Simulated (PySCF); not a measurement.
# CH9BN2Si: a tour of settings

Which settings matter for CH9BN2Si (`NB(N)C[SiH3]`), and how do bad ones show?

Programs: PySCF 2.14.0, with density-fitted response routines of our own. Each step states its level of theory. These are calculated values for one molecule in the gas phase, unless marked as measured. Atoms count from 0, in the outputs and in this text.

### Step 1. The starting structure

14 atoms, charge 0, multiplicity 1; geometry from: GFN2-xTB.

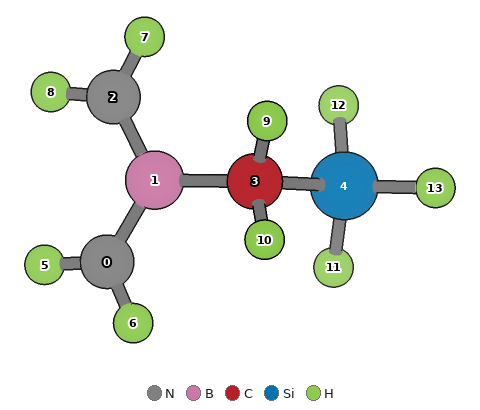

The starting geometry (nitrogen grey, boron pink, carbon red, silicon blue, hydrogen green), atoms numbered.

### Step 2. Nuclear shieldings: PBE0/pcSseg-1

What the job is given:

```
{"job": {"kind": "nmr", "xc": "PBE0", "basis": "pcSseg-1", "pop": true, "scf": {"damp": 0.3}}, "charge": 0, "multiplicity": 1}
N     -1.666062    -0.979360    -0.304223
B     -0.875996     0.083300     0.165824
N     -1.321911     1.404752    -0.006228
C      0.524734    -0.200153     0.857427
Si     1.952871    -0.189400    -0.389200
H     -2.542434    -0.852435    -0.778342
H     -1.396286    -1.941794    -0.223497
H     -0.790541     2.203397     0.286320
H     -2.186679     1.647952    -0.455419
H      0.733939     0.549235     1.621996
H      0.518714    -1.164173     1.367651
H      1.758817    -1.210180    -1.426046
H      2.071936     1.120252    -1.041797
H      3.218218    -0.471866     0.303367
```

Level: GIAO PBE0/pcSseg-1 NMR shielding, non-relativistic, gas phase.

On the command line:

```console
$ OMP_NUM_THREADS=1 python probes_run.py task.json out
```

This one command runs all jobs of the session in turn.

Log:

```text
damping 0.30 in the first 6 cycles
final grid: 104680 points
cycle   1  E = -467.0182633324  dE =  3.169e-01  |g| = 5.765e-01  |ddm| = 3.139e+00
cycle   2  E = -467.0729188674  dE = -5.466e-02  |g| = 3.280e-01  |ddm| = 6.702e-01
cycle   3  E = -467.0893608516  dE = -1.644e-02  |g| = 1.866e-01  |ddm| = 3.801e-01
cycle   4  E = -467.0946427106  dE = -5.282e-03  |g| = 1.074e-01  |ddm| = 2.067e-01
cycle   5  E = -467.0963356885  dE = -1.693e-03  |g| = 6.166e-02  |ddm| = 1.160e-01
cycle   6  E = -467.0958790230  dE =  4.567e-04  |g| = 7.718e-02  |ddm| = 9.284e-02
cycle   7  E = -467.0951638861  dE =  7.151e-04  |g| = 9.730e-02  |ddm| = 1.142e-01
cycle   8  E = -467.0971538598  dE = -1.990e-03  |g| = 1.842e-03  |ddm| = 6.199e-02
cycle   9  E = -467.0971547292  dE = -8.694e-07  |g| = 1.888e-04  |ddm| = 1.580e-03
cycle  10  E = -467.0971547367  dE = -7.518e-09  |g| = 4.972e-05  |ddm| = 1.647e-04
cycle  11  E = -467.0971547374  dE = -6.437e-10  |g| = 5.126e-06  |ddm| = 4.641e-05
converged SCF energy = -467.0971547374

GIAO shielding tensors (ppm)
atom      isotropic    diamagn.    paramagn.     s11        s22        s33       span
  0 N      203.614     316.760    -113.146    157.670    202.310    250.861     93.191
  1 B       73.050     193.565    -120.514     53.184     53.542    112.424     59.240
  2 N      203.356     316.923    -113.567    157.061    202.658    250.350     93.288
  3 C      190.506     256.005     -65.499    177.486    191.202    202.829     25.343
  4 Si     419.546     879.930    -460.384    390.821    395.488    472.331     81.510
  5 H       29.699      31.150      -1.451     23.768     26.531     38.797     15.029
  6 H       29.658      32.303      -2.644     23.494     27.896     37.584     14.090
  7 H       29.682      32.421      -2.739     23.505     28.038     37.504     13.999
  8 H       29.691      31.207      -1.516     23.792     26.495     38.784     14.992
  9 H       31.795      32.474      -0.679     27.581     29.448     38.355     10.774
 10 H       31.826      32.513      -0.687     27.532     29.552     38.392     10.860
 11 H       27.808      29.514      -1.705     24.325     26.420     32.681      8.356
 12 H       27.812      29.564      -1.752     24.317     26.458     32.661      8.344
 13 H       27.609      28.805      -1.196     24.241     25.167     33.420      9.179
```

Run time: 17 s. Hardware: 1 thread of Intel Xeon Platinum 8488C, shared host; peak memory 0.68 GiB.

Shifts follow as δ = σ(reference) − σ, with reference shieldings (ppm) from runs at the same level and on the same kind of geometry: 1H TMS 31.72, 13C TMS 186.9, 29Si TMS 349.2, 15N NH3 267.7, 11B BF3·OEt2 100.1. The references are single molecules in the gas phase, so shifts against H2O, NH3, PH3, H3PO4 or CFCl3 are not on the usual liquid scales and can be off by tens of ppm. Atoms listed in one row are averaged.

```
         atoms                                environment  σ (ppm)  δ (ppm)  δ scaled to CDCl3
            C3                 sp3 CH2 bonded to B and Si    190.5     -3.6               -5.4
 H11, H12, H13          hydrogen on a silicon bonded to C    27.74     3.97                  –
H5, H6, H7, H8         hydrogen on a nitrogen bonded to B    29.68     2.03                  –
       H9, H10  hydrogen on an sp3 CH2 bonded to B and Si    31.81    -0.09               0.02
        N0, N2                  nitrogen bonded to B, 2 H    203.5     64.2                  –
            B1                     boron bonded to C, 2 N     73.1     27.0                  –
           Si4                   silicon bonded to C, 3 H    419.5    -70.4                  –
```

The scaled column applies a straight-line fit of computed shieldings to shifts measured in CDCl3 (root-mean-square error 0.16 ppm for H, 1.9 ppm for C).

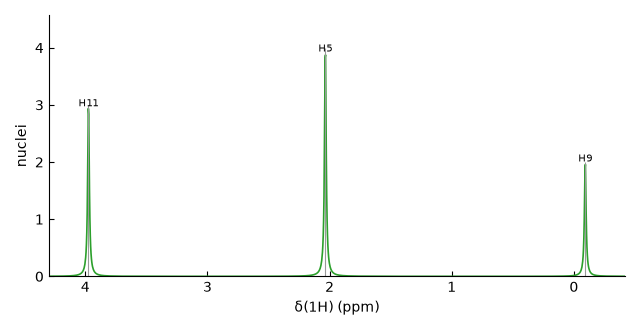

1H lines at the computed shifts, without couplings. Lines are broadened to a width of 0.02 ppm (Lorentzian).

Charges from the same density, by scheme (e):

```
 atoms  Mulliken    IAO  Hirshfeld  ESP fit
N0, N2     -0.48  -0.59      -0.27    -1.15
    B1      0.49   0.29       0.16     0.80
    C3     -0.75  -0.68      -0.23    -0.52
   Si4      0.48   0.61       0.31     0.51
```

ESP fit charges:

N0 -1.15; B1 0.80; N2 -1.14; C3 -0.52; Si4 0.51; H5 0.43; H6 0.42; H7 0.42; H8 0.43; H9 0.11; H10 0.12; H11 -0.13; H12 -0.14; H13 -0.15

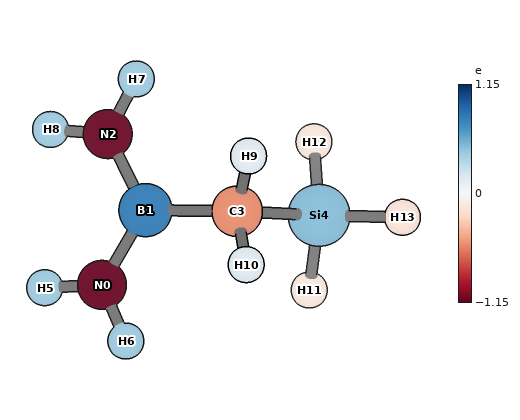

ESP fit charges, as colours on the atoms.

Mayer bond orders: N0–B1 1.23, B1–N2 1.22, B1–C3 0.95, C3–Si4 0.94.

Orbitals, density, ELF and potential are computed afterwards from the orbital file.

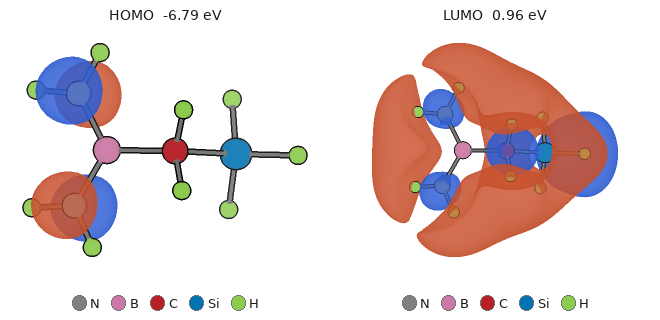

Frontier orbitals at PBE0/pcSseg-1; each surface holds 70 % of the orbital's density, blue and red mark the sign.

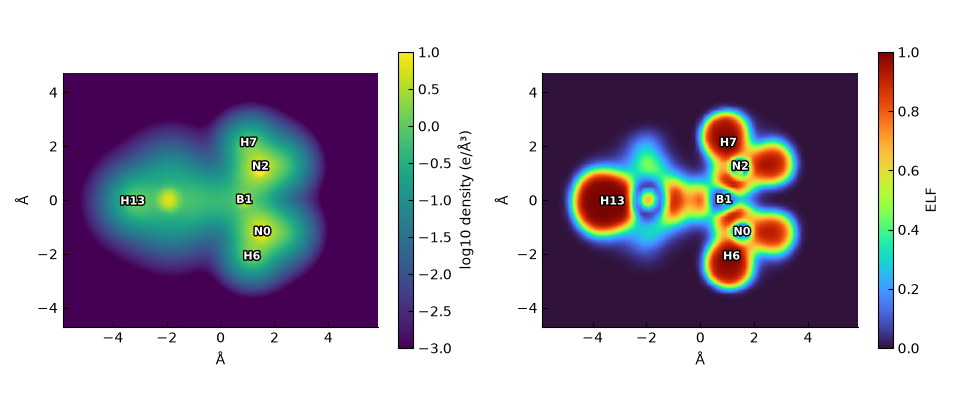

Density (left) and ELF (right) in a plane through or near 6 of the atoms.

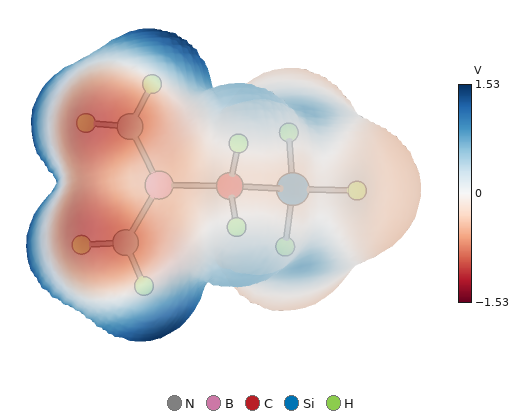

The potential that a unit positive charge feels on the 0.002 e/bohr³ surface, from the 1st to the 99th percentile, from -0.92 V near N0 to 1.53 V near H5.

### Step 3. NMR shieldings: WP04/def2-SVP

Same as in step 2 but for these lines:

```diff
@@ -1,2 +1,2 @@
-{"job": {"kind": "nmr", "xc": "PBE0", "basis": "pcSseg-1", "pop": true, "scf": {"damp": 0.3}}, "charge": 0, "multiplicity": 1}
+{"job": {"kind": "nmr", "xc": "WP04", "basis": "def2-SVP", "pop": true}, "charge": 0, "multiplicity": 1}
 N     -1.666062    -0.979360    -0.304223
```

Method: GIAO WP04/def2-SVP NMR shielding, non-relativistic, gas phase.

Log:

```text
coarse grid: 11504 points
cycle   1  E = -474.6731695134  dE =  2.793e-01  |g| = 8.995e-01  |ddm| = 3.707e+00
cycle   2  E = -474.5121270451  dE =  1.610e-01  |g| = 1.200e+00  |ddm| = 1.819e+00
cycle   3  E = -474.8621322003  dE = -3.500e-01  |g| = 4.245e-02  |ddm| = 1.105e+00
cycle   4  E = -474.8625614447  dE = -4.292e-04  |g| = 2.130e-02  |ddm| = 6.053e-02
cycle   5  E = -474.8626631482  dE = -1.017e-04  |g| = 7.045e-03  |ddm| = 2.516e-02
cycle   6  E = -474.8626776329  dE = -1.448e-05  |g| = 9.441e-04  |ddm| = 7.779e-03
cycle   7  E = -474.8626778566  dE = -2.237e-07  |g| = 2.721e-04  |ddm| = 1.319e-03
final grid: 104680 points
cycle   8  E = -474.9321313341  dE = -3.034e-05  |g| = 8.835e-03  |ddm| = 2.647e-02
cycle   9  E = -474.9321157507  dE =  1.558e-05  |g| = 1.215e-02  |ddm| = 1.679e-02
cycle  10  E = -474.9321495397  dE = -3.379e-05  |g| = 2.966e-04  |ddm| = 9.645e-03
cycle  11  E = -474.9321495614  dE = -2.164e-08  |g| = 1.510e-04  |ddm| = 5.237e-04
cycle  12  E = -474.9321495667  dE = -5.330e-09  |g| = 4.755e-05  |ddm| = 1.697e-04
cycle  13  E = -474.9321495673  dE = -6.489e-10  |g| = 7.021e-06  |ddm| = 5.778e-05
converged SCF energy = -474.9321495673

GIAO shielding tensors (ppm)
atom      isotropic    diamagn.    paramagn.     s11        s22        s33       span
  0 N      209.142     308.086     -98.944    168.537    213.999    244.890     76.353
  1 B       81.488     210.583    -129.095     64.305     67.287    112.872     48.567
  2 N      208.966     308.260     -99.294    168.061    214.267    244.571     76.510
  3 C      187.768     246.646     -58.878    178.937    188.141    196.227     17.290
  4 Si     471.906     880.650    -408.744    447.443    452.822    515.452     68.008
  5 H       30.326      30.407      -0.081     24.498     27.849     38.630     14.132
  6 H       30.194      31.919      -1.725     24.128     28.936     37.517     13.389
  7 H       30.217      32.068      -1.851     24.142     29.061     37.449     13.308
  8 H       30.329      30.477      -0.149     24.532     27.825     38.629     14.097
  9 H       32.194      31.835       0.358     28.330     30.268     37.984      9.654
 10 H       32.220      31.866       0.354     28.295     30.354     38.012      9.717
 11 H       28.767      31.828      -3.061     25.623     27.370     33.308      7.686
 12 H       28.770      31.854      -3.084     25.614     27.409     33.287      7.673
 13 H       28.572      30.081      -1.510     25.477     26.247     33.991      8.514
```

Wall time 9.4 s (1 thread of Intel Xeon Platinum 8488C, shared host); peak memory 0.57 GiB.

Key values: σ C3 187.8, N0 209.1, B1 81.5, Si4 471.9, H11 28.70, H5 30.27 ppm (means over like atoms).

### Step 4. NMR shieldings: B97-D/cc-pVDZ-PP

Same as in step 3 but for these lines:

```diff
@@ -1,2 +1,2 @@
-{"job": {"kind": "nmr", "xc": "WP04", "basis": "def2-SVP", "pop": true}, "charge": 0, "multiplicity": 1}
+{"job": {"kind": "nmr", "xc": "B97-D", "basis": "cc-pVDZ-PP", "pop": false, "grid": 0, "scf": {"max_cycle": 61}}, "charge": 0, "multiplicity": 1}
 N     -1.666062    -0.979360    -0.304223
```

Level: B97-D/cc-pVDZ-PP.

Log:

```text
KeyError: 'Element n (Z=7) not found in basis cc-pVDZ-PP version 0'
```

Wall time 0.01 s (1 thread of Intel Xeon Platinum 8488C, shared host).

Diagnosis: The basis cc-pVDZ-PP has no functions for an element of the molecule, so the input was refused before any integral. Cure: choose a basis that covers all elements.

### Step 5. TDDFT and polarisability: PBE0/ANO-RCC-VDZP

Same as in step 4 but for these lines:

```diff
@@ -1,2 +1,2 @@
-{"job": {"kind": "nmr", "xc": "B97-D", "basis": "cc-pVDZ-PP", "pop": false, "grid": 0, "scf": {"max_cycle": 61}}, "charge": 0, "multiplicity": 1}
+{"job": {"kind": "uv", "xc": "PBE0", "basis": "ANO-RCC-VDZP", "nstates": 12, "ntriplets": 2, "tda": false, "scf": {"aux": "cc-pvdz-ri", "max_cycle": 56}}, "charge": 0, "multiplicity": 1}
 N     -1.666062    -0.979360    -0.304223
```

With the program's defaults for keys left out, this is: TDDFT PBE0/ANO-RCC-VDZP, vertical, gas phase, core orbitals frozen in the response.

Log:

```text
final grid: 104680 points
cycle   1  E = -466.9999269744  dE =  3.277e-01  |g| = 5.856e-01  |ddm| = 4.789e+00
cycle   2  E = -466.9627523941  dE =  3.717e-02  |g| = 7.064e-01  |ddm| = 1.191e+00
cycle   3  E = -467.0819349405  dE = -1.192e-01  |g| = 2.365e-02  |ddm| = 6.904e-01
cycle   4  E = -467.0820843196  dE = -1.494e-04  |g| = 9.389e-03  |ddm| = 3.364e-02
cycle   5  E = -467.0821031185  dE = -1.880e-05  |g| = 3.426e-03  |ddm| = 1.062e-02
cycle   6  E = -467.0821062949  dE = -3.176e-06  |g| = 7.194e-04  |ddm| = 4.162e-03
cycle   7  E = -467.0821064180  dE = -1.231e-07  |g| = 1.624e-04  |ddm| = 7.079e-04
cycle   8  E = -467.0821064250  dE = -7.036e-09  |g| = 3.241e-05  |ddm| = 1.842e-04
cycle   9  E = -467.0821064253  dE = -3.190e-10  |g| = 6.745e-06  |ddm| = 4.580e-05
converged SCF energy = -467.0821064253

Static polarisability (au): isotropic 63.334, principal 54.327 63.422 72.254

Singlet excitations
state   eV       nm        f      main configurations
  1   5.6385    219.9   0.00047   H->L 0.96
  2   6.5997    187.9   0.02688   H->L+2 0.82, H-1->L 0.12
  3   6.7845    182.7   0.00311   H->L+1 0.88
  4   7.1339    173.8   0.00104   H-1->L 0.86, H->L+2 0.12
  5   7.4773    165.8   0.01120   H->L+3 0.91
  6   7.6689    161.7   0.06169   H->L+4 0.93
  7   7.7533    159.9   0.01554   H-2->L 0.87
  8   7.9343    156.3   0.00013   H->L+6 0.51, H-1->L+2 0.20, H->L+8 0.14
  9   7.9907    155.2   0.02358   H-1->L+1 0.53, H->L+7 0.20, H->L+5 0.08
 10   8.1704    151.7   0.01153   H->L+5 0.68, H-1->L+1 0.13
 11   8.1938    151.3   0.00245   H-1->L+2 0.68, H->L+6 0.23
 12   8.3050    149.3   0.00752   H-3->L 0.89

Triplet excitations (Tamm-Dancoff, eV): 5.4399 6.3333
```

Run time: 15 s. Hardware: 1 thread of Intel Xeon Platinum 8488C, shared host; peak memory 0.56 GiB.

A normal end doesn't make this result sound: the fitting basis cc-pvdz-ri is not made for Coulomb and exchange fitting here. Its HOMO lies at -6.73 eV, against -6.79 eV in step 2 (PBE0/pcSseg-1), a different level, so the two don't compare directly.

### Step 6. Ultraviolet spectrum: PBE0/pcSseg-0

Same as in step 5 but for these lines:

```diff
@@ -1,2 +1,2 @@
-{"job": {"kind": "uv", "xc": "PBE0", "basis": "ANO-RCC-VDZP", "nstates": 12, "ntriplets": 2, "tda": false, "scf": {"aux": "cc-pvdz-ri", "max_cycle": 56}}, "charge": 0, "multiplicity": 1}
+{"job": {"kind": "uv", "xc": "PBE0", "basis": "pcSseg-0", "nstates": 1, "ntriplets": 2, "tda": false, "max_iter": 3, "scf": {"diis": false, "max_cycle": 81}}, "charge": 0, "multiplicity": 1}
 N     -1.666062    -0.979360    -0.304223
```

Level: TDDFT PBE0/pcSseg-0, vertical, gas phase, core orbitals frozen in the response.

Log:

```text
final grid: 104680 points
cycle   1  E = -466.3237603208  dE =  2.498e-01  |g| = 4.795e-01  |ddm| = 3.392e+00
cycle   2  E = -466.3147638216  dE =  8.996e-03  |g| = 5.273e-01  |ddm| = 9.842e-01
cycle   3  E = -466.2938000964  dE =  2.096e-02  |g| = 6.286e-01  |ddm| = 1.046e+00
cycle   4  E = -466.2618084420  dE =  3.199e-02  |g| = 7.124e-01  |ddm| = 1.212e+00
cycle   5  E = -466.2163721971  dE =  4.544e-02  |g| = 8.777e-01  |ddm| = 1.380e+00
cycle   6  E = -466.1539686913  dE =  6.240e-02  |g| = 9.804e-01  |ddm| = 1.636e+00
cycle   7  E = -466.0639398390  dE =  9.003e-02  |g| = 1.232e+00  |ddm| = 1.870e+00
cycle   8  E = -465.9458064156  dE =  1.181e-01  |g| = 1.344e+00  |ddm| = 2.240e+00
cycle   9  E = -465.7734479863  dE =  1.724e-01  |g| = 1.724e+00  |ddm| = 2.538e+00
cycle  10  E = -465.5553028603  dE =  2.181e-01  |g| = 1.817e+00  |ddm| = 3.065e+00
[... 61 cycles left out ...]
cycle  72  E = -356.8447865301  dE = -8.042e+01  |g| = 4.524e+00  |ddm| = 9.520e+01
cycle  73  E = -276.4297530466  dE =  8.042e+01  |g| = 7.585e+00  |ddm| = 9.520e+01
cycle  74  E = -356.8447865301  dE = -8.042e+01  |g| = 4.524e+00  |ddm| = 9.520e+01
cycle  75  E = -276.4297530466  dE =  8.042e+01  |g| = 7.585e+00  |ddm| = 9.520e+01
cycle  76  E = -356.8447865301  dE = -8.042e+01  |g| = 4.524e+00  |ddm| = 9.520e+01
cycle  77  E = -276.4297530466  dE =  8.042e+01  |g| = 7.585e+00  |ddm| = 9.520e+01
cycle  78  E = -356.8447865301  dE = -8.042e+01  |g| = 4.524e+00  |ddm| = 9.520e+01
cycle  79  E = -276.4297530466  dE =  8.042e+01  |g| = 7.585e+00  |ddm| = 9.520e+01
cycle  80  E = -356.8447865301  dE = -8.042e+01  |g| = 4.524e+00  |ddm| = 9.520e+01
cycle  81  E = -276.4297530466  dE =  8.042e+01  |g| = 7.585e+00  |ddm| = 9.520e+01
SCF not converged, last energy = -276.4297530466
```

It took 12 s on 1 thread of Intel Xeon Platinum 8488C, shared host.

Diagnosis: The SCF swings between two densities 80.42 Eh apart: plain iteration without DIIS overshoots. The remedy is to turn DIIS on. Numbers printed on the way are no properties of the molecule.

### Step 7. Side by side: NMR shifts

Shifts (ppm), means over like atoms, with basis size and wall time:

```
          run    C3   H11    H5     H9    N0    Si4  functions   time
PBE0/pcSseg-1  -3.6  3.97  2.03  -0.09  64.2  -70.4        137   17 s
WP04/def2-SVP  -1.4  3.33  1.77  -0.17  47.7  -60.1        119  9.4 s
```

### Step 8. What came out

| quantity | value |
| --- | --- |
| 13C shifts against TMS (PBE0/pcSseg-1) | -3.6 ppm |
| 1H shifts against TMS (PBE0/pcSseg-1, means over atoms taken as alike) | 3.97, 2.03, -0.09 ppm |
| 15N shifts against NH3 (PBE0/pcSseg-1, means over atoms taken as alike) | 64.2 ppm |
| 11B shifts against BF3·OEt2 (PBE0/pcSseg-1) | 27.0 ppm |
| 29Si shifts against TMS (PBE0/pcSseg-1) | -70.4 ppm |
| surface potential, 1st and 99th percentile | -0.92 V and 1.53 V |
| range of the shift of N0 | 47.7 to 64.2 ppm |
| property runs in this session | 5, of which 2 failed and 1 gave unsound results |

What this shows: Single values in the summary come from the first run of each kind that ended normally (PBE0/pcSseg-1), which need not be the best level. At PBE0/pcSseg-1: The largest span, 93 ppm, is at N0, N2, where the paramagnetic term is -113 ppm. Among the atoms with a shift in every run: Across the 2 runs the shift of N0 (with its like atoms) moves most, between 47.7 (WP04/def2-SVP) and 64.2 ppm (PBE0/pcSseg-1). Part of that comes from the computed reference.
